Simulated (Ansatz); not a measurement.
```xyz
9

Al    0.7706   -1.0145    1.3801
Si   -1.1666   -0.4519   -0.0113
Sn    2.8017    0.9973    1.6416
H    -1.0524    0.9282   -0.5843
H    -2.4421   -0.5087    0.7758
H    -1.3125   -1.4057   -1.1597
H     2.2416   -0.5420    0.5582
H     1.0029   -2.3872    2.1480
H     1.1393    0.3258    2.4433
```

Geometry: PBE0-D3(BJ)/def2-SVP; core potentials replace the inner electrons of Sn.

Computed with isolated molecule in a Gaussian basis; Kohn-Sham density functional theory, functional PBE0 (Ansatz).

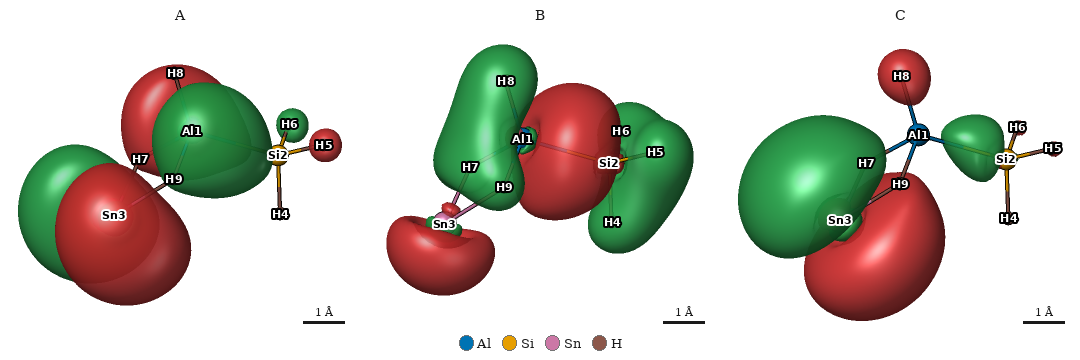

AlH6SiSn (doublet). Three frontier orbitals at ±0.06 Å⁻³ᐟ² (green and red are the two phases), in no order.

**Order the three orbitals by energy and name them. All are α orbitals.**

B is the HOMO−1 (α) (−7.56 eV). Its weight (Hirshfeld) is mainly on Si2 (about 40 %), Al1 (about 25 %) and Sn3 (about 10 %). C is the HOMO (α) (−5.29 eV). By Hirshfeld shares it lies mainly on Sn3 (about 85 %). A is the LUMO (α) (−2.28 eV). It lies mainly on Sn3 (about 65 %) and Al1 (about 20 %).

**What is the gap between the highest occupied and lowest empty α orbitals?**

3.01 eV between the orbital energies.
